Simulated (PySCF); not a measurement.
C$_{3}$H$_{6}$NSi$_{2}$ (doublet)

Input file:

```
{"job": {"kind": "epr", "basis": "pcH-1"}, "charge": 0, "multiplicity": 2}
N      0.901828    -2.927031    -1.203762
C      0.599910    -2.081647    -0.487805
C      0.219909    -1.014918     0.353995
Si    -1.583752    -0.296953     0.107169
C     -0.760427     1.403488    -0.283364
Si     1.012954     0.696804    -0.099582
H      0.398205    -1.316428     1.388039
H     -2.377550    -0.371481     1.343251
H     -1.014829     2.179093     0.436490
H     -0.979165     1.814984    -1.265485
H      1.787955     1.246586     1.013602
H      1.796161     0.666818    -1.328575
```

Launched as:

```sh
OMP_NUM_THREADS=1 python probes_run.py task.json out
```

Geometry: GFN2-xTB.

These are results of PySCF 2.14.0, density-fitted response routines, UKS B3LYP, pcH-1 on C H N Si, non-relativistic, mean-field spin-orbit, GIAO, not measurements.

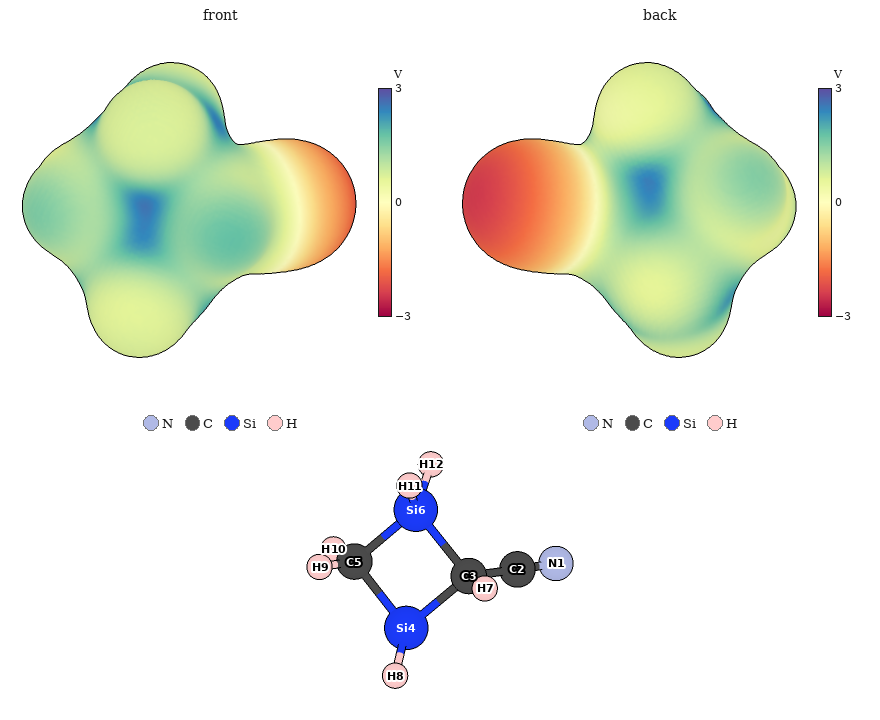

Figure 1. The electrostatic potential painted on the density surface at 0.004 e/bohr³, seen from the front and from behind; the colour scale runs from red (negative) to blue (positive). The bare structure is drawn below in the same view.

Question: Where is the surface potential most negative and most positive?

Answer: The most negative region (about −2.4 V, or −55 kcal/mol for a unit charge) lies over N1, the most positive (about +2.5 V, or +58 kcal/mol for a unit charge) over Si4 and Si6. N1 is the likeliest acceptor of a hydrogen bond.

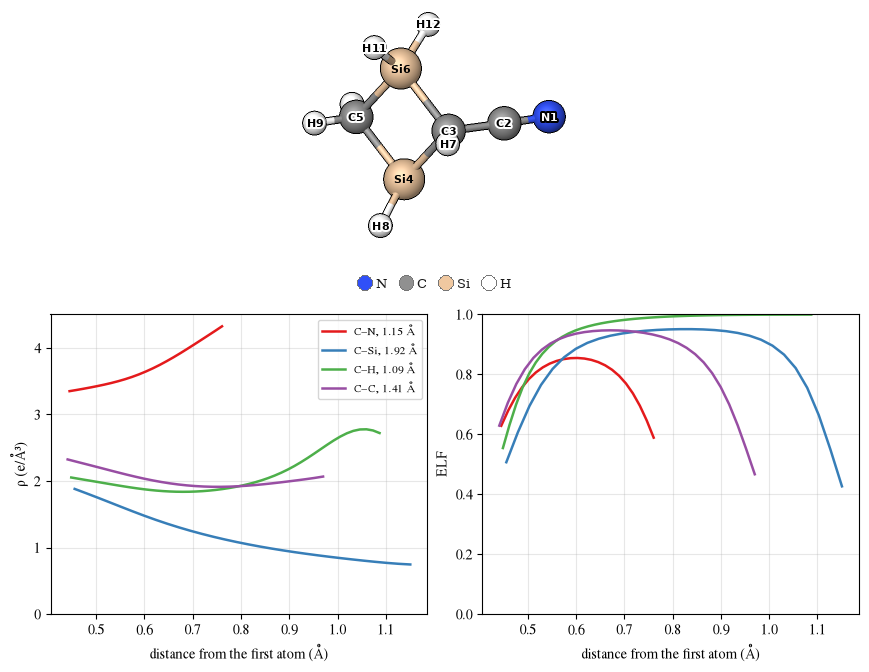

Figure 2. Electron density and ELF along straight lines between neighbouring atoms. The curves leave out the atomic cores. The structure is drawn too.

Question: What can be read from the curves?

Answer: C–N (1.15 Å): ρ is about 3.6 e/Å³ halfway; the ELF peaks at about 0.85 between the atoms; a multiple bond.
C–Si (1.92 Å): ρ is about 0.88 e/Å³ halfway; the ELF peaks at about 0.95 between the atoms (a shared electron pair).
C–H (1.09 Å): ρ is about 1.9 e/Å³ halfway; the ELF climbs to about 1 towards the hydrogen, as it does in any bond to H: an ordinary covalent bond to hydrogen.
C–C (1.41 Å): ρ at the midpoint is about 1.9 e/Å³; the ELF peaks at about 0.95 between the atoms: localised, covalent bonding.
